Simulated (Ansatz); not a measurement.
# Cl3H4NSi: search for a transition state, part 2 of 2

Ansatz 0.2.0, Gaussian basis; PBE0-D4. Earlier steps stand in the parts before.

## 6. Vibrations at the point found

Contents of vib/in.yaml:

```yaml
crystal:
  periodic: [false, false, false]
  atoms:
    - {symbol: Si, position_ang: [-0.452487, 0.511856, -0.133406]}
    - {symbol: H, position_ang: [-1.209481, -1.062925, -0.097323]}
    - {symbol: Cl, position_ang: [-1.052266, 0.573064, -2.094365]}
    - {symbol: Cl, position_ang: [-1.678734, 0.953933, 1.450850]}
    - {symbol: Cl, position_ang: [0.698233, 2.273127, -0.118497]}
    - {symbol: H, position_ang: [-0.190811, -1.297761, 0.105187]}
    - {symbol: N, position_ang: [0.911418, -0.664177, 0.230403]}
    - {symbol: H, position_ang: [1.345251, -0.557215, 1.141898]}
    - {symbol: H, position_ang: [1.628978, -0.729802, -0.484646]}
basis:
  gaussian: {orbitals: def2-TZVP}
hamiltonian: {xc: pbe0, dispersion: d4}
phonons: {temperatures: {t_min: 298.15, t_max: 900, t_step: 200}}
```

The run is started by

```
$ ansatz run in.yaml --threads 8 --pin off --events-out ev --progress --plain --max-ram 19148MiB
```

Standard output, shortened:

```text
Functional definition: PBE0
  name "PBE0"
  cite "Adamo & Barone, J. Chem. Phys. 110, 6158 (1999) doi:10.1063/1.478522"
  cite "Perdew, Burke & Ernzerhof, Phys. Rev. Lett. 77, 3865 (1996) doi:10.1103/PhysRevLett.77.3865"
  parent pbe
[...]
1403 factors; their error is unknown
[...]
mean field -46988.15484421 eV, -1726.7828408095 hartree, gradient 6.6e-5 eV, S^2 0.000000; 0 other end points of the search recorded, 0 dependent functions left out
[...]
reference -46988.15487445 eV, -1726.7828419206 hartree; 38, 38 occupied and 165, 165 virtual orbitals, 1403 factors
[... from here to the last solve, the lines of the solves are left out (53 solves) ...]
1403 factors; their error is unknown
mean field -46988.15476009 eV, -1726.7828377180 hartree, gradient 1.2e-6 eV, S^2 0.000000; 0 other end points of the search recorded, 0 dependent functions left out
[...]
WARN: phonons: modes at or below zero, which the zero-point energy, F, S and C_V leave out: 1, the lowest at -1473.63 cm⁻¹. A minimum has none, and a first-order saddle one
[...]
Atom 0 at    -0.452487     0.511856    -0.133406 Å, force     0.001871    -0.001441    -0.000994 eV/Å
Atom 1 at    -1.209481    -1.062925    -0.097323 Å, force     0.006803    -0.003911     0.000647 eV/Å
Atom 2 at    -1.052266     0.573064    -2.094365 Å, force    -0.000047     0.001991    -0.000576 eV/Å
Atom 3 at    -1.678734     0.953933     1.450850 Å, force     0.000783     0.001022     0.001147 eV/Å
Atom 4 at     0.698233     2.273127    -0.118497 Å, force    -0.000149    -0.001146    -0.000364 eV/Å
Atom 5 at    -0.190811    -1.297761     0.105187 Å, force    -0.004746     0.001733     0.000382 eV/Å
Atom 6 at     0.911418    -0.664177     0.230403 Å, force     0.004665     0.000206     0.000998 eV/Å
Atom 7 at     1.345251    -0.557215     1.141898 Å, force    -0.003960    -0.000148    -0.007099 eV/Å
Atom 8 at     1.628978    -0.729802    -0.484646 Å, force    -0.005220     0.001693     0.005858 eV/Å
Dipole moment:     0.548502    -0.613407     0.161734 e Å
Vibrations: -1473.63 97.35 105.75 161.63 222.30 241.96 311.30 421.57 493.60 591.80 725.18 744.26 838.61 916.45 974.41 1500.46 1517.97 1775.35 1876.34 3505.06 3609.09 cm⁻¹, zero-point energy 1.278924 eV
```

Run time: 5.4 min. Hardware: 8 threads of Intel Xeon at 2.50GHz, shared host; peak memory 0.68 GiB.

The modes, with what each moves most:

| mode | wavenumber (cm⁻¹) | character |
| --- | --- | --- |
| 1 | 1474i | changes H2–H6, Si1–H2, H6–N7 |
| 2 | 97 | bend |
| 3 | 106 | bend |
| 4 | 162 | torsion |
| 5 | 222 | torsion with bend |
| 6 | 242 | bend |
| 7 | 311 | torsion with bend |
| 8 | 422 | Si–Cl stretch |
| 9 | 494 | Si–Cl stretch |
| 10 | 592 | Si–Cl stretch |
| 11 | 725 | Si–N stretch |
| 12 | 744 | bend |
| 13 | 839 | torsion with bend |
| 14 | 916 | not assigned (largely outside the bonds, angles and torsions drawn) |
| 15 | 974 | not assigned (largely outside the bonds, angles and torsions drawn) |
| 16 | 1500 | not assigned (largely outside the bonds, angles and torsions drawn) |
| 17 | 1518 | bend |
| 18 | 1775 | not assigned (largely outside the bonds, angles and torsions drawn) |
| 19 | 1876 | bend |
| 20 | 3505 | N–H stretch |
| 21 | 3609 | N–H stretch |

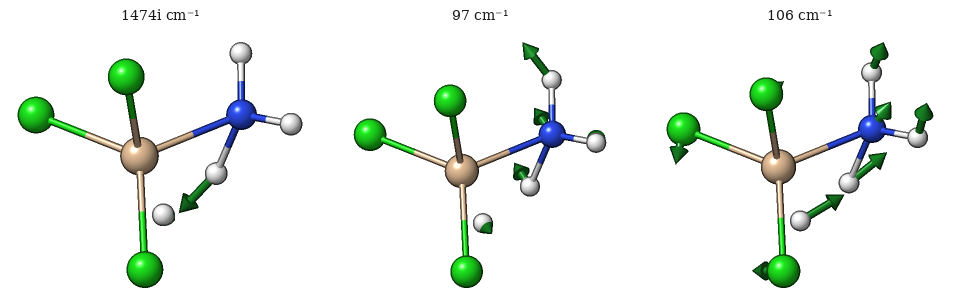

Displacements of 3 modes, as arrows.

Vibrational sums (real modes only):

| T (K) | entropy (J/mol/K) | heat capacity (J/mol/K) |
| --- | --- | --- |
| 298 | 73.1 | 75.1 |
| 498 | 118.6 | 102.1 |
| 698 | 155.9 | 118.7 |
| 898 | 187.2 | 129.6 |

## 7. Relaxing after a step of 0.30 Å one way along the mode

Contents of downa/in.yaml:

```yaml
crystal:
  periodic: [false, false, false]
  atoms:
    - {symbol: Si, position_ang: [-0.332407, 0.560228, -0.117629]}
    - {symbol: H, position_ang: [-1.144888, -1.171922, -0.075366]}
    - {symbol: Cl, position_ang: [-1.053784, 0.544683, -2.047018]}
    - {symbol: Cl, position_ang: [-1.664972, 0.916483, 1.413424]}
    - {symbol: Cl, position_ang: [0.712561, 2.323934, -0.121804]}
    - {symbol: H, position_ang: [-0.485652, -1.325128, 0.057024]}
    - {symbol: N, position_ang: [0.948789, -0.610397, 0.231093]}
    - {symbol: H, position_ang: [1.367773, -0.532563, 1.145201]}
    - {symbol: H, position_ang: [1.652681, -0.705219, -0.484826]}
basis:
  gaussian: {orbitals: def2-TZVP}
hamiltonian: {xc: pbe0, dispersion: d4}
relax: {f_tol: 0.005, max_steps: 200}
```

The run is started by

```
$ ansatz run in.yaml --threads 8 --pin off --events-out ev --progress --plain --max-ram 19148MiB
```

Standard output, shortened:

```text
[... 5 set-up lines as earlier in the session ...]
[...]
1403 factors; their error is unknown
[...]
mean field -46988.42949429 eV, -1726.7929340137 hartree, gradient 4.4e-5 eV, S^2 0.000000; 0 other end points of the search recorded, 0 dependent functions left out
[...]
reference -46988.42952475 eV, -1726.7929351330 hartree; 38, 38 occupied and 165, 165 virtual orbitals, 1403 factors
relax step   1: F+E_penalty+E_count = -46988.69847329 eV  Δ(F+E_penalty+E_count) = +0.000e0 eV  max|allowed force component| = 4.705e0 eV/Å  Δτ_max = 0.0000 Å  (27 SCF iters, accepted)
[...]
Total energy: -46990.44637493 eV, -1726.8670530102 hartree
Atom 0 at     0.043507     1.122056    -0.112197 Å, force     0.003873    -0.004558     0.000976 eV/Å
Atom 1 at    -1.664650    -2.690987    -0.004842 Å, force     0.004781     0.004373     0.000371 eV/Å
Atom 2 at    -0.797492     0.912897    -1.948376 Å, force    -0.000767    -0.000041    -0.000770 eV/Å
Atom 3 at    -1.373988     1.263679     1.334597 Å, force    -0.000888     0.000193     0.000490 eV/Å
Atom 4 at     1.067152     2.888952    -0.121297 Å, force     0.000401     0.001419     0.000050 eV/Å
Atom 5 at    -1.125271    -2.174928     0.034766 Å, force    -0.004783    -0.004385    -0.000371 eV/Å
Atom 6 at     0.973025    -0.249166     0.197518 Å, force    -0.000914     0.001483    -0.000263 eV/Å
Atom 7 at     1.294820    -0.448475     1.130888 Å, force    -0.000983     0.000835     0.000354 eV/Å
Atom 8 at     1.582999    -0.623930    -0.510958 Å, force    -0.000719     0.000680    -0.000838 eV/Å
Dipole moment:     0.374107    -0.308146     0.098632 e Å
```

Wall time 2.5 min (8 threads of Intel Xeon at 2.50GHz, shared host); peak memory 0.68 GiB.

The steps of the relaxation: (the energy doesn't fall at every step)

| step | energy from step 1 (eV) | largest force component (eV/Å) |
| --- | --- | --- |
| 1 | 0.0000 | 4.7045 |
| 2 | -0.6766 | 0.9802 |
| 3 | -1.1075 | 1.4057 |
| 4 | -1.4407 | 0.8632 |
| 5 | -1.6090 | 0.4745 |
| 6 | -1.6926 | 0.1859 |
| 7 | -1.7276 | 0.1807 |
| 8 | -1.7385 | 0.0961 |
| 9 | -1.7423 | 0.1138 |
| 10 | -1.7447 | 0.0263 |
| 11 | -1.7446 | 0.1240 |
| 12 | -1.7448 | 0.0182 |
| 13 | -1.7450 | 0.0982 |
| 14 | -1.7462 | 0.0194 |
| 15 | -1.7449 | 0.1564 |
| 16 | -1.7464 | 0.0122 |
| 17 | -1.7455 | 0.2463 |
| 18 | -1.7469 | 0.0073 |
| 19 | -1.7472 | 0.0715 |
| 20 | -1.7473 | 0.0639 |
| 21 | -1.7477 | 0.0159 |
| 22 | -1.7478 | 0.0235 |
| 23 | -1.7478 | 0.0171 |
| 24 | -1.7479 | 0.0081 |
| 25 | -1.7479 | 0.0075 |
| 26 | -1.7479 | 0.0048 |

Close pairs (by a distance rule), those that changed most:

| bond | before (Å) | after (Å) | change (Å) |
| --- | --- | --- | --- |
| Si1–N7 | 1.770 | 1.685 | -0.085 |
| H2–H6 | 0.690 | 0.748 | +0.058 |
| Si1–Cl4 | 2.061 | 2.030 | -0.030 |
| Si1–Cl3 | 2.060 | 2.030 | -0.029 |
| Si1–Cl5 | 2.050 | 2.042 | -0.008 |
| N7–H8 | 1.009 | 1.007 | -0.001 |
| N7–H9 | 1.008 | 1.007 | -0.001 |

## 8. Relaxing after a step of 0.30 Å the other way along the mode

Contents of downb/in.yaml:

```yaml
crystal:
  periodic: [false, false, false]
  atoms:
    - {symbol: Si, position_ang: [-0.572567, 0.463484, -0.149184]}
    - {symbol: H, position_ang: [-1.274074, -0.953928, -0.119280]}
    - {symbol: Cl, position_ang: [-1.050748, 0.601446, -2.141712]}
    - {symbol: Cl, position_ang: [-1.692496, 0.991384, 1.488275]}
    - {symbol: Cl, position_ang: [0.683904, 2.222321, -0.115190]}
    - {symbol: H, position_ang: [0.104030, -1.270395, 0.153349]}
    - {symbol: N, position_ang: [0.874046, -0.717957, 0.229713]}
    - {symbol: H, position_ang: [1.322729, -0.581868, 1.138595]}
    - {symbol: H, position_ang: [1.605276, -0.754386, -0.484466]}
basis:
  gaussian: {orbitals: def2-TZVP}
hamiltonian: {xc: pbe0, dispersion: d4}
relax: {f_tol: 0.005, max_steps: 200}
```

The run is started by

```
$ ansatz run in.yaml --threads 8 --pin off --events-out ev --progress --plain --max-ram 19148MiB
```

Standard output, shortened:

```text
[... 5 set-up lines as earlier in the session ...]
[...]
1403 factors; their error is unknown
[...]
mean field -46988.37768364 eV, -1726.7910300073 hartree, gradient 1.1e-5 eV, S^2 0.000000; 0 other end points of the search recorded, 0 dependent functions left out
[...]
reference -46988.37771368 eV, -1726.7910311115 hartree; 38, 38 occupied and 165, 165 virtual orbitals, 1403 factors
relax step   1: F+E_penalty+E_count = -46988.64184957 eV  Δ(F+E_penalty+E_count) = +0.000e0 eV  max|allowed force component| = 4.302e0 eV/Å  Δτ_max = 0.0000 Å  (28 SCF iters, accepted)
[...]
Total energy: -46990.16279206 eV, -1726.8566315319 hartree
Atom 0 at    -0.762202     0.535000     0.144829 Å, force    -0.000542    -0.000108     0.000261 eV/Å
Atom 1 at    -1.169825    -0.555898     1.047032 Å, force    -0.000080     0.000165     0.000119 eV/Å
Atom 2 at    -0.947727     0.276831    -1.903497 Å, force    -0.000059    -0.000126    -0.000561 eV/Å
Atom 3 at    -2.448920     1.750346     0.446448 Å, force    -0.000186    -0.000195     0.000332 eV/Å
Atom 4 at     0.685492     1.879381     0.772161 Å, force     0.000430     0.000473    -0.000064 eV/Å
Atom 5 at     0.648112    -1.706742    -0.458571 Å, force     0.000040     0.000332    -0.000329 eV/Å
Atom 6 at     0.952322    -0.808684    -0.096906 Å, force    -0.000461    -0.000209     0.000492 eV/Å
Atom 7 at     1.415854    -0.952438     0.794341 Å, force    -0.000241    -0.000048    -0.000134 eV/Å
Atom 8 at     1.626995    -0.417696    -0.745737 Å, force     0.001098    -0.000285    -0.000115 eV/Å
Dipole moment:     0.884060    -0.922369     0.012807 e Å
```

It took 3.4 min on 8 threads of Intel Xeon at 2.50GHz, shared host; peak memory 0.68 GiB.

The steps of the relaxation:

| step | energy from step 1 (eV) | largest force component (eV/Å) |
| --- | --- | --- |
| 1 | 0.0000 | 4.3016 |
| 2 | -0.5466 | 1.1469 |
| 3 | -0.7490 | 1.5452 |
| 4 | -0.8954 | 1.5035 |
| 5 | -0.9335 | 0.5006 |
| 6 | -0.9561 | 0.4336 |
| 7 | -0.9741 | 0.0727 |
| 8 | -0.9745 | 0.0154 |
| 9 | -0.9746 | 0.0115 |
| 10 | -0.9748 | 0.0166 |
| 11 | -0.9749 | 0.0049 |
| 12 | -0.9749 | 0.0077 |
| 13 | -0.9754 | 0.0601 |
| 14 | -0.9761 | 0.2086 |
| 15 | -0.9790 | 0.2249 |
| 16 | -0.9836 | 0.2771 |
| 17 | -0.9922 | 0.3267 |
| 18 | -1.0086 | 0.3853 |
| 19 | -1.0574 | 0.4862 |
| 20 | -1.1558 | 0.6122 |
| 21 | -1.2825 | 0.4228 |
| 22 | -1.4041 | 0.5351 |
| 23 | -1.5006 | 0.1471 |
| 24 | -1.5194 | 0.0548 |
| 25 | -1.5186 | 0.1225 |
| 26 | -1.5205 | 0.0178 |
| 27 | -1.5209 | 0.0091 |
| 28 | -1.5209 | 0.0011 |

Distances of close pairs at the start and the end, largest changes first:

| bond | before (Å) | after (Å) | change (Å) |
| --- | --- | --- | --- |
| Si1–N7 | 1.906 | 2.192 | +0.286 |
| Si1–H2 | 1.582 | 1.473 | -0.109 |
| Si1–Cl5 | 2.162 | 2.073 | -0.089 |
| H6–N7 | 0.951 | 1.015 | +0.064 |
| Si1–Cl4 | 2.053 | 2.101 | +0.048 |
| Si1–Cl3 | 2.054 | 2.073 | +0.019 |
| N7–H9 | 1.023 | 1.014 | -0.008 |
| N7–H8 | 1.023 | 1.015 | -0.008 |

## 9. What the saddle joins

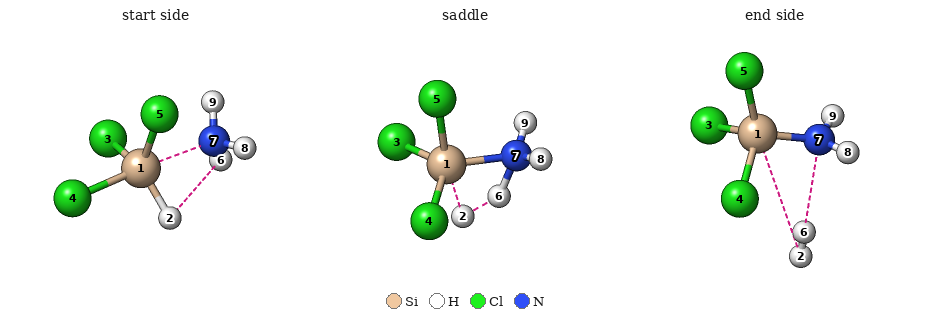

The minimum on the start side, the saddle and the minimum on the end side; broken lines mark the pairs that change.

| pair | start side (Å) | saddle (Å) | end side (Å) |
| --- | --- | --- | --- |
| Si1–N7 | 2.192 | 1.837 | 1.685 |
| H2–H6 | 2.626 | 1.065 | 0.748 |
| Si1–H2 | 1.473 | 1.748 | 4.180 |
| H6–N7 | 1.015 | 1.278 | 2.853 |

## 10. Outcome

The summary covers parts 1 to 2.

| quantity | value |
| --- | --- |
| imaginary mode | 1474i cm⁻¹ |
| barrier from the start side | 40.1 kcal/mol |
| barrier from the end side | 46.7 kcal/mol |
| energy of the step | -6.5 kcal/mol |
| pairs that change | Si1–N7 tightened, H2–H6 formed, Si1–H2 broken, H6–N7 broken |
| zero-point energy at the saddle | 1.279 eV |

In words: The point has a single imaginary mode (1474i cm⁻¹), as a transition state must. Going downhill both ways gives the intended start and end. At PBE0-D4/def2-TZVP the electronic barrier is 40.1 kcal/mol, about 68 kT at 298 K, and the step runs 6.5 kcal/mol downhill. With so stiff a mode tunnelling counts: Wigner's rough correction is a factor of 3.1 at 298 K. Lower complexes than these ends may exist.
